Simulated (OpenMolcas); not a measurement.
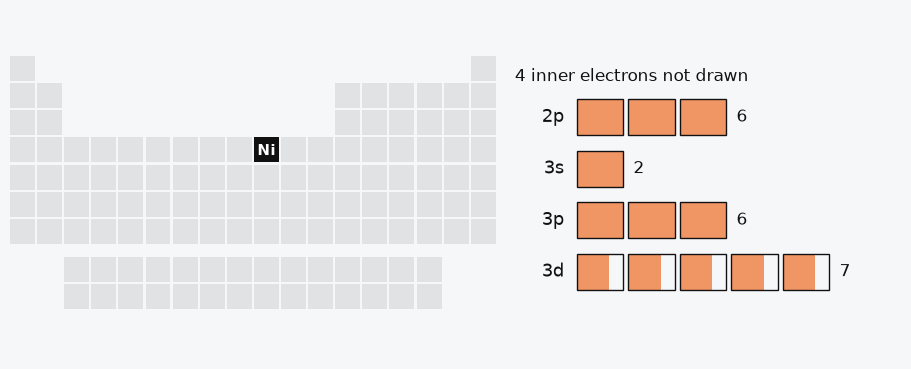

**Figure 1.** Left, the place of nickel in the periodic table; right, the outer shells of the leading configuration of the lowest level: a box for each of the 2l + 1 orbitals, shaded by the share of the shell that is filled, with the electron count at the right.

**Ni³⁺: multiconfigurational calculation (part 1 of 2)**

Ni³⁺, among 6 point charges of −2.2 e at 1.79 Å, trigonal prism (D3h), axial distortion 1.02, whose field is part of the energies. Computed at this level: state-averaged CASSCF, active space 7 electrons in the shell 3d, basis ANO-RCC-VDZP, DKH2 scalar Hamiltonian, spin-orbit coupling by RASSI with atomic mean-field integrals (OpenMolcas).

Key numbers:

| quantity | value |
| --- | --- |
| outcome | converged |
| energy of the lowest spin-free term | −1528.70151 hartree |
| energy of the lowest spin-orbit level | −1528.70570 hartree |
| largest spread among components of a term | 0.1 cm⁻¹ |
| hardware | 1 CPU thread, shared host |
| wall time | 11 s |

Remarks:

Without dynamic correlation the splittings between terms come out too large, often by 20 to 50 %. Caveats: point charges lack covalency, field too small at true ligand charges; small active space favours high spin, ground spin may be wrong.

Input file:
```
&GATEWAY
Coord
1

Ni 0.0 0.0 0.0
Basis=ANO-RCC-VDZP
Group=NoSym
NoMove
AngMom=0.0 0.0 0.0
AMFI
XField
6 Angstrom 0
1.372865 0.000000 1.148626 -2.200000
-0.686432 1.188936 1.148626 -2.200000
-0.686432 -1.188936 1.148626 -2.200000
1.372865 0.000000 -1.148626 -2.200000
-0.686432 1.188936 -1.148626 -2.200000
-0.686432 -1.188936 -1.148626 -2.200000
&SEWARD
&RASSCF
FileOrb=start.orb
Symmetry=1
Spin=4
nActEl=7 0 0
Inactive=9
Ras2=5
CIRoot=10 10 1
SDav=10
CIMx=300
Iter=120 100
PrWF=0.3
OrbListing=Nothing
MaxOrb=0
>>> COPY $Project.JobIph JOB001
&RASSCF
FileOrb=start.orb
Symmetry=1
Spin=2
nActEl=7 0 0
Inactive=9
Ras2=5
CIRoot=40 40 1
SDav=40
CIMx=300
Iter=120 100
PrWF=0.3
OrbListing=Nothing
MaxOrb=0
>>> COPY $Project.JobIph JOB002
&RASSI
NrOfJobIphs=2 10 40
1 2 3 4 5 6 7 8 9 10
1 2 3 4 5 6 7 8 9 10 11 12 13 14 15 16 17 18 19 20 21 22 23 24 25 26 27
28 29 30 31 32 33 34 35 36 37 38 39 40
IphNames
JOB001
JOB002
EJob
SpinOrbit
DIPRint=1.0
SOCoupling=1000.0
Subsets=2
Property=9
'ANGMOM' 1 'ANGMOM' 2 'ANGMOM' 3 'MLTPL  1' 1 'MLTPL  1' 2 'MLTPL  1' 3
'AMFI' 1 'AMFI' 2 'AMFI' 3
SOProperty=3
'ANGMOM' 1 'ANGMOM' 2 'ANGMOM' 3
```

The file start.orb holds starting orbitals from an earlier step. A driver script formed the levels outside the program, from RASSI's spin-orbit matrix and the active-space energies, averaged over the components of each term or state.

Command:
```bash
OMP_NUM_THREADS=1 MOLCAS_MEM=1689 MOLCAS_PROJECT=a pymolcas a.inp > a.log  # once for each step of the input, in one work folder
```

Output (extracts):
```
--- SEWARD ---
Basis set label: NI.ANO-RCC...5S4P2D1F.

      Electronic valence basis set:
      ------------------
      Associated Effective Charge  28.000000 au
      Associated Actual Charge     28.000000 au
      Nuclear Model: Point charge

      Shell  nPrim  nBasis  Cartesian Spherical Contaminant
         s      21       5        X
         p      15       4        X
         d      10       2                 X
         f       6       1                 X
                  Relativistic Douglas-Kroll-Hess integrals:
                    - DKH order of Hamiltonian: 2
                    - DKH order of Properties : 0
                  Atomic mean-field integrals
--- RASSCF ---
Wave function specifications:
      -----------------------------

      Number of closed shell electrons          18
      Number of electrons in active shells       7
      Max number of holes in RAS1 space          0
      Max nr of electrons in RAS3 space          0
      Number of inactive orbitals                9
      Number of active orbitals                  5
      Number of secondary orbitals              20
      Spin quantum number                      1.5
      State symmetry                             1
Orbital specifications:
      -----------------------

      Symmetry species                           1
                                                 a
      Frozen orbitals                            0
      Inactive orbitals                          9
      Active orbitals                            5
      RAS1 orbitals                              0
      RAS2 orbitals                              5
      RAS3 orbitals                              0
      Secondary orbitals                        20
      Deleted orbitals                           0
      Number of basis functions                 34
      Number of CSFs                            10
      Number of root(s) required                10
      Iter CI   SX   CI       RASSCF       Energy    max ROT     max BLB   max BLB  Level Ln srch  Step   QN
          iter iter root      energy       change     param      element    value   shift minimum  type update
 Nr of preliminary CI iterations:   1
      Total energies have been shifted. Add                -1000.00 au
        1   1    8    0  -528.25772687    0.00E+00   1.55E-01*  11  24 1  6.51E-01*  0.22   0.00    SX    NO
        2   1    9    0  -528.58119646   -3.23E-01* -5.25E-02    7  20 1  3.90E-01*  0.72   0.00    SX    NO
        3   1    9    0  -528.63627399   -5.51E-02*  2.59E-02    9  22 1 -1.13E-01*  0.49   0.00    SX    NO
        4   1    8    0  -528.64410689   -7.83E-03* -1.23E-02    7  20 1  6.57E-02*  0.59   0.00    SX    NO
        5   1    8    0  -528.64623209   -2.13E-03*  6.04E-03    9  22 1 -3.09E-02*  0.54   0.70    QN   YES
        6   1    7    0  -528.64688905   -6.57E-04*  1.21E-02   12  16 1 -6.05E-03*  0.55   1.14    QN   YES
        7   1    7    0  -528.64705164   -1.63E-04*  3.36E-01*  12  16 1 -6.69E-03*  0.55   2.50    QN   YES
        8   1    8    0  -528.65344284   -6.39E-03*  4.42E-01*  14  17 1 -4.59E-02*  0.44   1.21    QN   YES
        9   1    8    0  -528.61976305    3.37E-02*  1.79E-01*  14  17 1 -1.45E-01*  0.22   0.10    LS   YES
       10   1    8    0  -528.64493193   -2.52E-02*  4.68E-02   14  17 1 -1.01E-01*  0.28   1.89    SX   YES
       11   1    8    0  -528.66235280   -1.74E-02*  1.48E-02    9  22 1  4.63E-02*  0.31   1.26    QN   YES
       12   1    8    0  -528.66430700   -1.95E-03*  1.31E-02    9  22 1  4.74E-02*  0.31   1.77    QN   YES
       13   1    8    0  -528.66575499   -1.45E-03*  1.24E-02    8  21 1  3.50E-02*  0.30   1.72    QN   YES
       14   1    7    0  -528.66659833   -8.43E-04* -2.76E-03    7  20 1  1.43E-02*  0.29   1.40    QN   YES
       15   1    7    0  -528.66679984   -2.02E-04*  2.18E-03   14  27 1 -2.97E-03*  0.29   1.24    QN   YES
       16   1    6    0  -528.66681796   -1.81E-05*  1.24E-03   14  20 1 -3.25E-04*  0.29   1.13    QN   YES
       17   1    6    0  -528.66681865   -6.83E-07* -5.56E-04   12  16 1  1.08E-04*  0.29   1.22    QN   YES
       18   1    6    0  -528.66681872   -7.33E-08* -1.84E-04   14  17 1 -4.94E-05   0.29   1.31    QN   YES
       19   1    4    0  -528.66681873   -9.06E-09  -7.96E-06   14  17 1 -1.12E-05   0.29   1.12    QN   YES
      Convergence after 19 iterations
       20   1    4    0  -528.66681873   -2.77E-10  -7.96E-06   14  20 1  1.74E-06   0.29   1.12    QN   YES
      Natural orbitals and occupation numbers for root  1
      sym 1:   2.000000   1.000000   1.000000   1.000000   2.000000
      Natural orbitals and occupation numbers for root  2
      sym 1:   1.000000   1.000000   2.000000   1.000000   2.000000
      Natural orbitals and occupation numbers for root  3
      sym 1:   1.227941   1.772059   1.000000   1.227941   1.772059
::    RASSCF root number  1 Total energy:  -1528.70150698
::    RASSCF root number  2 Total energy:  -1528.70150698
::    RASSCF root number  3 Total energy:  -1528.69049353
::    RASSCF root number  4 Total energy:  -1528.69049353
::    RASSCF root number  5 Total energy:  -1528.68893877
::    RASSCF root number  6 Total energy:  -1528.68893815
::    RASSCF root number  7 Total energy:  -1528.68157440
::    RASSCF root number  8 Total energy:  -1528.61396215
::    RASSCF root number  9 Total energy:  -1528.61396208
::    RASSCF root number 10 Total energy:  -1528.59681070
--- RASSCF ---
Wave function specifications:
      -----------------------------

      Number of closed shell electrons          18
      Number of electrons in active shells       7
      Max number of holes in RAS1 space          0
      Max nr of electrons in RAS3 space          0
      Number of inactive orbitals                9
      Number of active orbitals                  5
      Number of secondary orbitals              20
      Spin quantum number                      0.5
      State symmetry                             1
Orbital specifications:
      -----------------------

      Symmetry species                           1
                                                 a
      Frozen orbitals                            0
      Inactive orbitals                          9
      Active orbitals                            5
      RAS1 orbitals                              0
      RAS2 orbitals                              5
      RAS3 orbitals                              0
      Secondary orbitals                        20
      Deleted orbitals                           0
      Number of basis functions                 34
      Number of CSFs                            40
      Number of root(s) required                40
      Iter CI   SX   CI       RASSCF       Energy    max ROT     max BLB   max BLB  Level Ln srch  Step   QN
          iter iter root      energy       change     param      element    value   shift minimum  type update
 Nr of preliminary CI iterations:   1
      Total energies have been shifted. Add                -1000.00 au
        1   1    8    0  -528.52961402    0.00E+00   6.55E-03   13  26 1 -2.25E-02*  0.24   0.00    SX    NO
        2   1    8    0  -528.53040026   -7.86E-04*  1.19E-02    8  21 1 -7.40E-03*  0.24   0.00    SX    NO
        3   1    8    0  -528.53070233   -3.02E-04*  3.08E-03    9  22 1  1.14E-02*  0.26   0.00    SX    NO
        4   1    8    0  -528.53085106   -1.49E-04* -7.58E-03    7  20 1 -6.13E-03*  0.26   0.00    SX    NO
        5   1    8    0  -528.53092929   -7.82E-05* -1.90E-03    9  22 1  9.39E-03*  0.28   0.70    QN   YES
        6   1    7    0  -528.53101058   -8.13E-05* -1.43E-03    9  22 1  3.07E-03*  0.28   1.76    LS   YES
        7   1    7    0  -528.53102916   -1.86E-05*  3.50E-03    7  20 1 -1.82E-03*  0.28   1.01    QN   YES
        8   1    7    0  -528.53104803   -1.89E-05*  2.01E-03    7  20 1 -6.59E-04*  0.28   1.58    LS   YES
        9   1    5    0  -528.53105093   -2.90E-06*  1.84E-05   13  26 1  4.75E-05   0.29   1.01    QN   YES
       10   1    4    0  -528.53105094   -7.36E-09  -1.30E-05   12  15 1 -1.38E-05   0.29   1.42    QN   YES
      Convergence after 10 iterations
       11   1    4    0  -528.53105094   -8.99E-10  -1.30E-05    6  16 1 -1.55E-06   0.29   1.42    QN   YES
      Natural orbitals and occupation numbers for root  1
      sym 1:   1.173636   1.500000   1.413182   1.500000   1.413182
      Natural orbitals and occupation numbers for root  2
      sym 1:   1.172881   1.500000   1.413560   1.500000   1.413559
      Natural orbitals and occupation numbers for root  3
      sym 1:   1.832760   1.166565   1.416417   1.167938   1.416320
::    RASSCF root number  1 Total energy:  -1528.61651435
::    RASSCF root number  2 Total energy:  -1528.61644539
::    RASSCF root number  3 Total energy:  -1528.59767508
::    RASSCF root number  4 Total energy:  -1528.59767508
::    RASSCF root number  5 Total energy:  -1528.59593219
::    RASSCF root number  6 Total energy:  -1528.59593219
::    RASSCF root number  7 Total energy:  -1528.59529858
::    RASSCF root number  8 Total energy:  -1528.59529857
::    RASSCF root number  9 Total energy:  -1528.59415456
::    RASSCF root number 10 Total energy:  -1528.59215176
::    RASSCF root number 11 Total energy:  -1528.58026063
::    RASSCF root number 12 Total energy:  -1528.58026063
::    RASSCF root number 13 Total energy:  -1528.57936791
::    RASSCF root number 14 Total energy:  -1528.57936789
::    RASSCF root number 15 Total energy:  -1528.57188331
::    RASSCF root number 16 Total energy:  -1528.56755989
::    RASSCF root number 17 Total energy:  -1528.56753683
::    RASSCF root number 18 Total energy:  -1528.56666169
::    RASSCF root number 19 Total energy:  -1528.56666168
::    RASSCF root number 20 Total energy:  -1528.55992262
::    RASSCF root number 21 Total energy:  -1528.55992260
::    RASSCF root number 22 Total energy:  -1528.55989014
::    RASSCF root number 23 Total energy:  -1528.55989012
::    RASSCF root number 24 Total energy:  -1528.55735663
::    RASSCF root number 25 Total energy:  -1528.55735662
::    RASSCF root number 26 Total energy:  -1528.55102076
::    RASSCF root number 27 Total energy:  -1528.51151076
::    RASSCF root number 28 Total energy:  -1528.51151076
::    RASSCF root number 29 Total energy:  -1528.49349974
::    RASSCF root number 30 Total energy:  -1528.48997351
```

(Continued in part 2.)
